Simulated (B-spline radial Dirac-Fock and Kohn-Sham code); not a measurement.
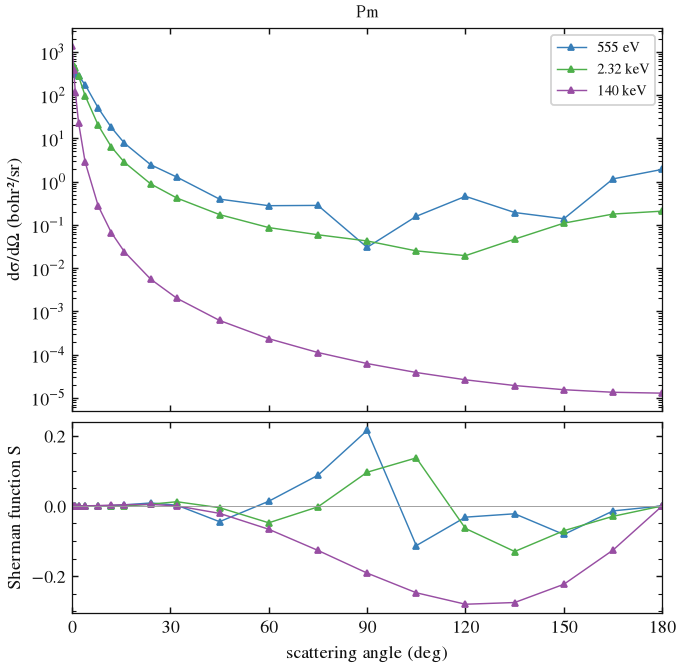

**Figure.** Differential cross section for elastic electron scattering and the Sherman function against angle at 555 eV, 2.32 keV and 140 keV, computed at the marked angles. The figure is for the promethium atom. Computed with a B-spline radial atomic code: Dirac partial waves in the static Dirac–Fock field with Furness–McCarthy exchange, no polarisation or absorption.

What can be read from it?

At 555 eV the cross section is 331 bohr²/sr at 0°, 0.030 at 90° and 1.9 at 180°, with minima near 60°, 90° and 150°; among the marked angles the Sherman function is largest in size at 90° (0.22), though it can peak far more sharply between them at a deep minimum; the integral is 17.0 bohr². At 2.32 keV the cross section is 486 bohr²/sr at 0°, 0.042 at 90° and 0.21 at 180°, with a minimum near 120°; among the marked angles the Sherman function is largest in size at 105° (0.14), though it can peak far more sharply between them at a deep minimum; the integral is 8.09 bohr². At 140 keV the cross section is 1410 bohr²/sr at 0°, 6.2 × 10⁻⁵ at 90° and 1.3 × 10⁻⁵ at 180°, without a marked minimum on this grid; among the marked angles the Sherman function is largest in size at 120° (−0.28); the integral is 0.616 bohr².
